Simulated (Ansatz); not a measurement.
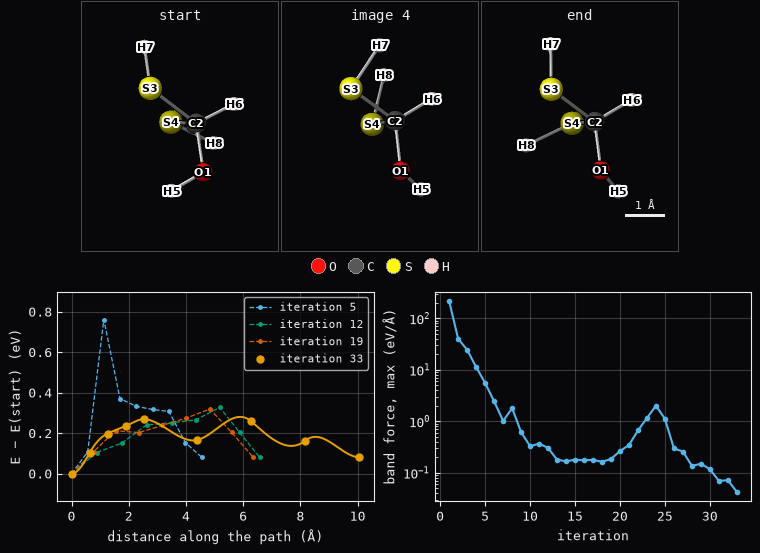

NEB run on CH₄OS₂. Images are numbered from 0 (start) to 8 (end). The plot follows the band through its iterations. A ball-and-stick model, seen from a free direction.

The calculation used RKS PBE0-D4/cc-pVDZ (Ansatz). Run with 7 movable images; climbing image; force threshold 0.05 eV/Å; iteration limit 58; starting path through a guess of the saddle point.

How did the profile develop, and is the result final?

The run is converged, with reservations. The band converged in 33 iterations. The largest component of the band force went from 220 to 0.043 eV/Å. The climbing image converged on the top of the path. Its vibrational analysis gives one imaginary mode (204i cm⁻¹), as a transition state must have. The first iteration put the highest image at 59.787 eV. The energy climbs by 0.269 eV to image 4 and then falls by 0.188 eV, so the end point sits at +0.081 eV. The profile has 2 maxima (images 4, 6) with a dip at image 5 (+0.167 eV), so the process runs in steps.

The run took 9.6 min on 1 thread of AMD EPYC 9R14 (Zen 4), with other jobs on the host, peak memory 0.26 GiB.
